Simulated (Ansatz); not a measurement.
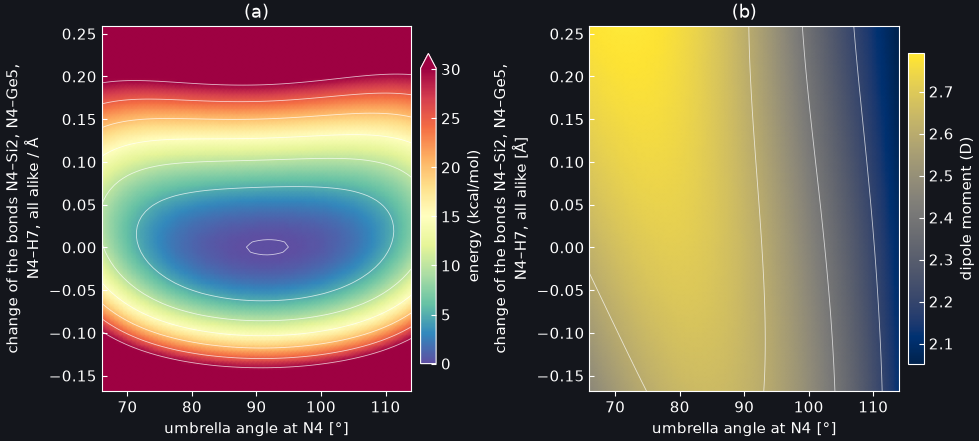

ClFGeH₅NSi, SMILES F[SiH](Cl)[NH][GeH3]. The first coordinate is: umbrella angle at N4 (between each of its bonds and their common axis; 90 is planar); the second: change of the bonds N4–Si2, N4–Ge5, N4–H7, all alike. Nothing is relaxed (all other coordinates rigid). The grid has 9 × 9 points. Points are written as (first, second). Energies are in kcal/mol, from the lowest grid point. These are results of Ansatz 0.2.0, RKS r2SCAN-D4/def2-SVP, not measurements.

Panel (a) is the energy and panel (b) the computed dipole moment on the same grid.

The picture shows a smooth colour map with a few white contour lines, one colour for all values above the top of the scale. Between grid points the surface is interpolated.

**How does the dipole moment vary over the map, and what is it at the lowest grid point?**

Leaving out the highest fifth of the energies, it runs from 2.05 D at (114°, 0.259 Å) to 2.78 D at (72°, 0.206 Å). At the lowest grid point, (90°, −0.008 Å), it is 2.64 D.
